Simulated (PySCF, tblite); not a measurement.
# C6H8ClFO: a rotation path, then NMR shifts on frames

How do NMR shifts of C6H8ClFO (`FC[C@@H]1CCC=C(Cl)O1`) change as the atoms move?

The runs use tblite 0.8.0 and PySCF 2.14.0, with density-fitted response routines of our own; the level of theory stands in each step. All values are computed, except where a source is named. Atoms are numbered from 0 throughout.

## Step 1: Starting geometry

17 atoms, charge 0, multiplicity 1; geometry from: GFN2-xTB.

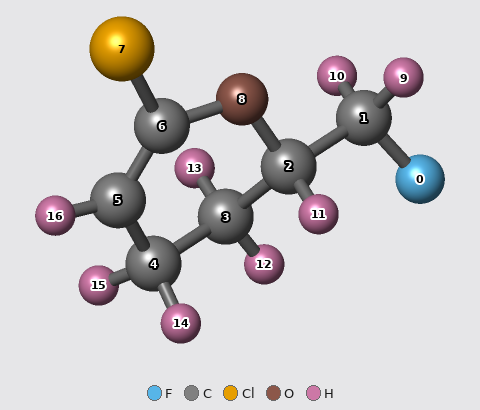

As it starts; fluorine blue, carbon grey, chlorine amber, oxygen brown, hydrogen pink, atoms numbered.

## Step 2: The rotation path with GFN2-xTB

The job: settings as JSON, then the geometry in Å.

```
{"job": {"kind": "neb", "xc": "GFN2-xTB", "basis": "xTB", "atoms": [0, 1, 2, 3], "turn": 120}, "charge": 0, "multiplicity": 1}
F     -2.933454    -0.927335    -0.001962
C     -2.252732     0.249664     0.159974
C     -0.806124     0.079125    -0.303349
C     -0.013922    -0.874994     0.589579
C      1.409218    -0.996388     0.051035
C      1.933307     0.369356    -0.288125
C      1.113925     1.405685    -0.400420
Cl     1.668890     3.003843    -0.723392
O     -0.237900     1.383044    -0.294023
H     -2.759966     1.010894    -0.439289
H     -2.297998     0.511782     1.221093
H     -0.804903    -0.302741    -1.335851
H     -0.513590    -1.842922     0.614318
H      0.009188    -0.464371     1.601268
H      1.429023    -1.632257    -0.839439
H      2.057271    -1.460247     0.796682
H      2.992769     0.499892    -0.418006
```

With the program's defaults for keys left out, this is: GFN2-xTB climbing-image nudged elastic band, gas phase.

Launch:

```bash
$ OMP_NUM_THREADS=1 python probes_run.py task.json out
```

The driver reads the jobs from task.json and runs them one after another.

Log:

```text
image   E - E0 / eV
  0      -0.0000
  1       0.0140
  2       0.0443
  3       0.0774
  4       0.0988
  5       0.1019
  6       0.0891
  7       0.0713
  8       0.0630
```

It took 3.1 s on 1 thread of AMD EPYC 7B13, shared host; peak memory 0.18 GiB.

The final band, with the dihedral F0–C1–C2–C3:

```csv
image,dihedral (°),energy (eV),energy (kcal/mol)
0,-67,0.000,0.0
1,-52,0.014,0.3
2,-38,0.044,1.0
3,-24,0.077,1.8
4,-10,0.099,2.3
5,5,0.102,2.4
6,19,0.089,2.1
7,32,0.071,1.6
8,45,0.063,1.5
```

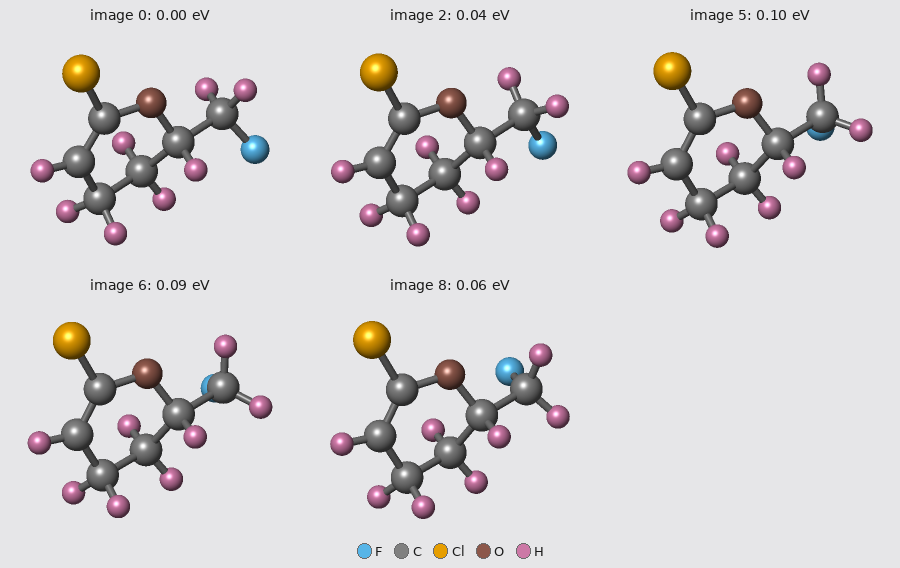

Images along the band.

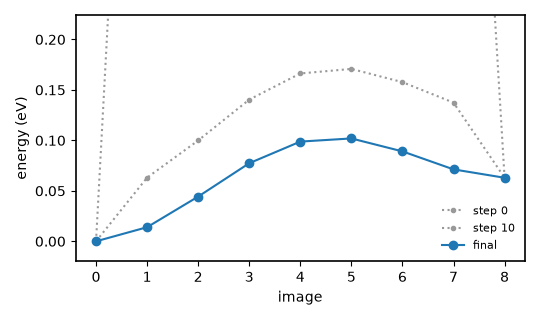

Energy along the band, early and final.

## Step 3: Nuclear shieldings: image 0, PBE0/pcSseg-1

The job: settings as JSON, then the geometry in Å.

```
{"job": {"kind": "nmr", "xc": "PBE0", "basis": "pcSseg-1", "pop": false}, "charge": 0, "multiplicity": 1}
F     -2.933500    -0.927300    -0.002000
C     -2.252700     0.249700     0.160000
C     -0.806100     0.079100    -0.303300
C     -0.013900    -0.875000     0.589600
C      1.409200    -0.996400     0.051000
C      1.933300     0.369400    -0.288100
C      1.113900     1.405700    -0.400400
Cl     1.668900     3.003800    -0.723400
O     -0.237900     1.383000    -0.294000
H     -2.760000     1.010900    -0.439300
H     -2.298000     0.511800     1.221100
H     -0.804900    -0.302700    -1.335900
H     -0.513600    -1.842900     0.614300
H      0.009200    -0.464400     1.601300
H      1.429000    -1.632300    -0.839400
H      2.057300    -1.460200     0.796700
H      2.992800     0.499900    -0.418000
```

With the program's defaults for keys left out, this is: GIAO PBE0/pcSseg-1 NMR shielding, non-relativistic, gas phase.

Log:

```text
coarse grid: 15272 points
cycle   1  E = -867.8685065749  dE =  1.411e+00  |g| = 6.847e-01  |ddm| = 3.788e+00
cycle   2  E = -867.7997949483  dE =  6.871e-02  |g| = 9.382e-01  |ddm| = 1.063e+00
cycle   3  E = -867.9544983477  dE = -1.547e-01  |g| = 8.010e-02  |ddm| = 6.485e-01
cycle   4  E = -867.9555785679  dE = -1.080e-03  |g| = 4.496e-02  |ddm| = 1.160e-01
cycle   5  E = -867.9560108975  dE = -4.323e-04  |g| = 1.456e-02  |ddm| = 5.020e-02
cycle   6  E = -867.9560511544  dE = -4.026e-05  |g| = 4.426e-03  |ddm| = 1.412e-02
cycle   7  E = -867.9560551272  dE = -3.973e-06  |g| = 1.091e-03  |ddm| = 4.356e-03
final grid: 144784 points
cycle   8  E = -868.0279039322  dE = -4.670e-05  |g| = 1.276e-02  |ddm| = 3.351e-02
cycle   9  E = -868.0278654892  dE =  3.844e-05  |g| = 1.921e-02  |ddm| = 2.216e-02
cycle  10  E = -868.0279352530  dE = -6.976e-05  |g| = 2.096e-03  |ddm| = 1.435e-02
cycle  11  E = -868.0279361761  dE = -9.231e-07  |g| = 6.034e-04  |ddm| = 2.405e-03
cycle  12  E = -868.0279362495  dE = -7.342e-08  |g| = 1.586e-04  |ddm| = 6.335e-04
cycle  13  E = -868.0279362545  dE = -5.033e-09  |g| = 3.953e-05  |ddm| = 1.437e-04
cycle  14  E = -868.0279362549  dE = -3.267e-10  |g| = 1.301e-05  |ddm| = 4.228e-05
converged SCF energy = -868.0279362549

GIAO shielding tensors (ppm)
atom      isotropic    diamagn.    paramagn.     s11        s22        s33       span
  0 F      437.911     470.815     -32.904    400.049    440.211    473.473     73.424
  1 C       99.349     240.858    -141.509     68.165     80.836    149.045     80.880
  2 C      108.094     246.432    -138.338     88.413     93.142    142.727     54.313
  3 C      158.954     249.910     -90.956    143.449    161.333    172.081     28.632
  4 C      161.001     246.283     -85.283    154.025    161.874    167.104     13.080
  5 C       83.748     255.344    -171.595      1.335     99.512    150.398    149.063
  6 C       31.539     245.363    -213.825    -61.440     69.290     86.766    148.206
  7 Cl     683.205    1145.158    -461.953    483.183    538.095   1028.337    545.154
  8 O      198.726     399.131    -200.405    128.444    208.013    259.719    131.275
  9 H       26.732      27.738      -1.006     22.379     28.167     29.651      7.271
 10 H       27.227      28.493      -1.267     23.481     28.334     29.864      6.383
 11 H       27.662      31.360      -3.698     24.486     26.750     31.750      7.264
 12 H       29.626      30.863      -1.237     24.583     29.120     35.175     10.592
 13 H       30.396      31.671      -1.275     26.504     28.730     35.954      9.450
 14 H       29.330      29.413      -0.083     25.148     26.807     36.037     10.890
 15 H       29.488      28.969       0.519     24.580     27.271     36.614     12.033
 16 H       26.661      30.438      -3.777     22.786     27.799     29.399      6.613
```

It took 25 s on 1 thread of AMD EPYC 7B13, shared host; peak memory 1 GiB.

The references, computed at this level on geometries of the same kind, shield at (ppm): 1H TMS 31.72, 13C TMS 186.9, 19F CFCl3 170.9, 17O H2O 336.1, 35Cl HCl 950. Their shielding less the atom's gives the shift. The references are single molecules in the gas phase, so shifts against H2O, NH3, PH3, H3PO4 or CFCl3 are not on the usual liquid scales and can be off by tens of ppm. Each atom is listed at this fixed geometry, with no averaging over motion; a spectrum would average atoms that exchange fast.

```csv
atoms,environment,σ (ppm),δ (ppm)
C6,alkene carbon bearing oxygen,31.5,155.4
C5,β carbon of an enol-ether or enamine type C=C,83.7,103.2
C1,sp3 CH2 bonded to F,99.3,87.6
C2,sp3 CH bonded to O,108.1,78.8
C3,sp3 CH2 in a ring,159.0,28.0
C4,allylic sp3 CH2,161.0,25.9
H16,hydrogen on a β carbon of an enol-ether or enamine type C=C,26.66,5.06
H9,hydrogen on an sp3 CH2 bonded to F,26.73,4.98
H10,hydrogen on an sp3 CH2 bonded to F,27.23,4.49
H11,hydrogen on an sp3 CH bonded to O,27.66,4.05
H14,hydrogen on an allylic sp3 CH2,29.33,2.39
H15,hydrogen on an allylic sp3 CH2,29.49,2.23
H12,hydrogen on an sp3 CH2 in a ring,29.63,2.09
H13,hydrogen on an sp3 CH2 in a ring,30.40,1.32
F0,fluorine on an sp3 carbon,437.9,-267.0
Cl7,chlorine bonded to C,683,267
O8,ether oxygen,198.7,137.4
```

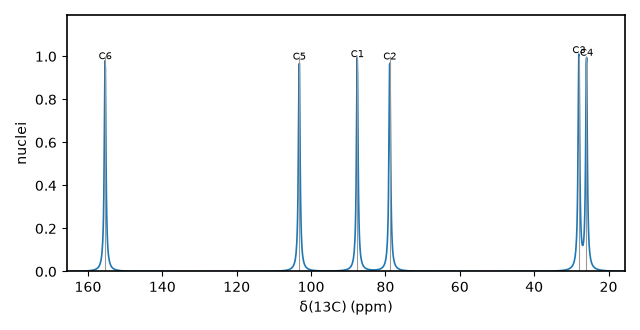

13C lines at the computed shifts, without couplings. Lines are broadened to a width of 0.52 ppm (Lorentzian).

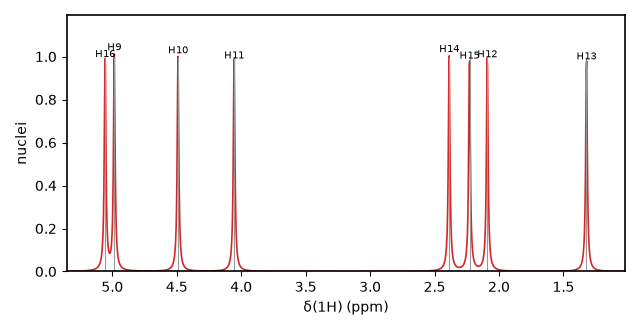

1H lines at the computed shifts, without couplings. Lines are broadened to a width of 0.01 ppm (Lorentzian).

Ring of atoms C2, C3, C4, C5, C6, O8: NICS(0) -2.5, NICS(1) -2.2, NICS(1)zz 1.0 ppm (means of both faces).

## Step 4: Nuclear shieldings: image 2, PBE0/pcSseg-1

The job: settings as JSON, then the geometry in Å.

```
{"job": {"kind": "nmr", "xc": "PBE0", "basis": "pcSseg-1", "pop": false}, "charge": 0, "multiplicity": 1}
F     -2.774800    -0.943000     0.544100
C     -2.258300     0.260100     0.142400
C     -0.806300     0.100300    -0.324100
C     -0.031500    -0.902500     0.532800
C      1.397500    -1.008200     0.006500
C      1.939900     0.367100    -0.258500
C      1.128500     1.413700    -0.332600
Cl     1.707400     3.020000    -0.564600
O     -0.225400     1.398400    -0.241700
H     -2.902900     0.629800    -0.659500
H     -2.301800     0.933900     1.002200
H     -0.778100    -0.226700    -1.373600
H     -0.534500    -1.868900     0.503600
H     -0.024100    -0.541600     1.563100
H      1.422300    -1.600000    -0.914000
H      2.032600    -1.517000     0.734000
H      3.002500     0.496700    -0.370100
```

Method: GIAO PBE0/pcSseg-1 NMR shielding, non-relativistic, gas phase.

Log:

```text
coarse grid: 15272 points
cycle   1  E = -867.8664284419  dE =  1.404e+00  |g| = 6.862e-01  |ddm| = 3.789e+00
cycle   2  E = -867.7967125028  dE =  6.972e-02  |g| = 9.428e-01  |ddm| = 1.079e+00
cycle   3  E = -867.9528491106  dE = -1.561e-01  |g| = 7.914e-02  |ddm| = 6.573e-01
cycle   4  E = -867.9539110963  dE = -1.062e-03  |g| = 4.386e-02  |ddm| = 1.139e-01
cycle   5  E = -867.9543215621  dE = -4.105e-04  |g| = 1.459e-02  |ddm| = 4.926e-02
cycle   6  E = -867.9543620227  dE = -4.046e-05  |g| = 4.481e-03  |ddm| = 1.413e-02
cycle   7  E = -867.9543661200  dE = -4.097e-06  |g| = 1.091e-03  |ddm| = 4.406e-03
final grid: 144784 points
cycle   8  E = -868.0257753776  dE = -4.643e-05  |g| = 1.257e-02  |ddm| = 3.504e-02
cycle   9  E = -868.0257376749  dE =  3.770e-05  |g| = 1.895e-02  |ddm| = 2.160e-02
cycle  10  E = -868.0258056762  dE = -6.800e-05  |g| = 2.145e-03  |ddm| = 1.417e-02
cycle  11  E = -868.0258066535  dE = -9.772e-07  |g| = 5.804e-04  |ddm| = 2.426e-03
cycle  12  E = -868.0258067217  dE = -6.828e-08  |g| = 1.651e-04  |ddm| = 6.276e-04
cycle  13  E = -868.0258067273  dE = -5.543e-09  |g| = 3.993e-05  |ddm| = 1.472e-04
cycle  14  E = -868.0258067276  dE = -3.308e-10  |g| = 1.317e-05  |ddm| = 4.392e-05
converged SCF energy = -868.0258067276

GIAO shielding tensors (ppm)
atom      isotropic    diamagn.    paramagn.     s11        s22        s33       span
  0 F      437.378     471.873     -34.494    398.915    423.022    490.198     91.282
  1 C      100.417     239.625    -139.208     67.484     82.032    151.735     84.251
  2 C      107.973     247.281    -139.307     85.552     96.934    141.433     55.881
  3 C      161.397     249.492     -88.096    149.976    159.769    174.444     24.468
  4 C      161.261     246.405     -85.143    153.689    162.498    167.597     13.908
  5 C       83.595     255.351    -171.756      0.755     99.847    150.183    149.428
  6 C       31.558     245.431    -213.873    -62.108     69.258     87.523    149.631
  7 Cl     684.081    1145.143    -461.062    485.021    538.101   1029.120    544.099
  8 O      195.662     398.936    -203.274    123.239    194.922    268.825    145.587
  9 H       26.548      27.244      -0.696     22.249     27.379     30.015      7.766
 10 H       27.203      28.252      -1.049     22.704     28.552     30.353      7.649
 11 H       27.462      31.566      -4.103     24.423     26.047     31.917      7.495
 12 H       29.620      30.861      -1.241     23.900     29.566     35.394     11.493
 13 H       30.288      31.485      -1.197     26.324     28.744     35.795      9.471
 14 H       29.386      29.490      -0.104     25.139     26.848     36.170     11.031
 15 H       29.472      29.030       0.442     24.569     27.286     36.561     11.992
 16 H       26.651      30.444      -3.793     22.803     27.744     29.406      6.604
```

Run time: 27 s. Hardware: 1 thread of AMD EPYC 7B13, shared host; peak memory 0.92 GiB.

This run: δ C6 155.4, C5 103.3, C1 86.5, C2 79.0, H9 5.17, H16 5.07 ppm.

[end of part 1 of 2]
